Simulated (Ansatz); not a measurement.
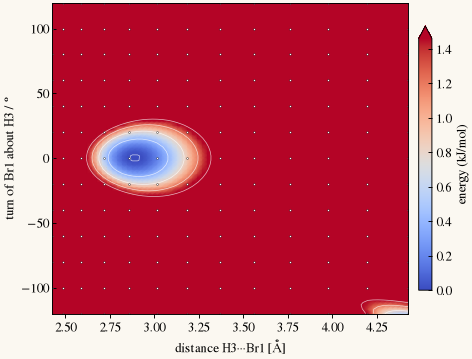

The pair Br···CH₄, charge −1. The turn is about an axis along (0.11, −0.99, −0.00) in the frame of the relaxed pair, normal to the line between the partners. The first coordinate is: distance H3···Br1; the second: turn of Br1 about H3. The scan uses a 13 × 13 grid. All energies are given in kJ/mol relative to the lowest grid point. Theory: RKS B3LYP-D4/def2-TZVPD in Ansatz.

The picture shows a smooth colour map with a few white contour lines, dots at the grid points, one colour for all values above the top of the scale. Between grid points the surface is interpolated.

Q: Estimate the position of the minimum and the force constants in these coordinates.

A: The interpolated minimum is at distance H3···Br1 ≈ 2.890 Å, turn of Br1 about H3 ≈ 0°. The curvatures there are about 0.31 eV/Å² and 0.13 eV/rad², with a cross term of about 0 eV/(Å·rad). Round the minimum the two coordinates are nearly uncoupled. (1 eV is 96.5 kJ/mol.)
